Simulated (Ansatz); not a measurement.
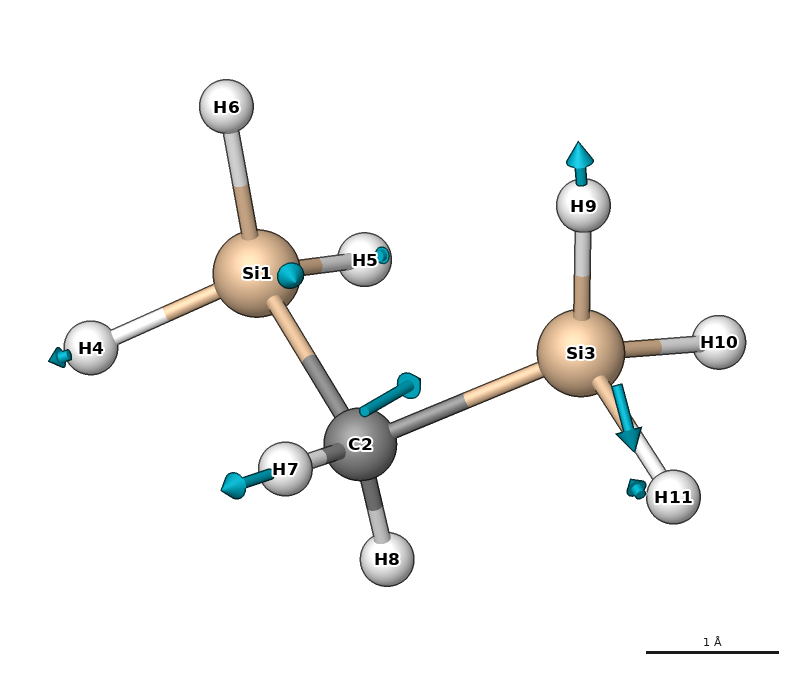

Arrows show the forces on the atoms, 0.1 Å of arrow for 1 eV/Å; forces under a tenth of the largest aren't drawn. Level of theory: PBE0-D4/def2-TZVPP (Ansatz 0.2.0).

> On which atom is the force largest, and how large is it?

On C2: 8.61 eV/Å.

> Which bond do the forces act along most?

C2–H7, now 0.962 Å: the forces push its atoms apart, so a first step downhill lengthens it.

List the force components in the frame of the picture (x right, y up, z towards the viewer), in eV/Å.

```tsv
atom	Fx	Fy	Fz
Si1	0.69	−0.97	3.07
C2	4.35	2.52	−6.99
Si3	1.39	−5.23	−0.12
H4	−1.65	−0.52	−0.77
H5	0.72	0.17	−1.03
H6	0.16	0.31	−0.15
H7	−3.80	−1.27	4.75
H8	−0.24	0.32	0.73
H9	−0.27	3.29	1.77
H10	−0.55	0.11	−0.08
H11	−0.82	1.26	−1.18
```
